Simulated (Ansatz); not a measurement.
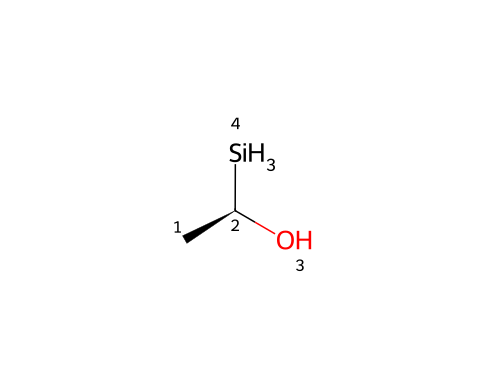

Skeletal drawing with numbered atoms; wedges and dashes mark any stereocentres. The configuration is that of a computed structure (PBE-D4/def2-SVP).

Question: What are the Cahn–Ingold–Prelog descriptors?

Answer: C2: R.
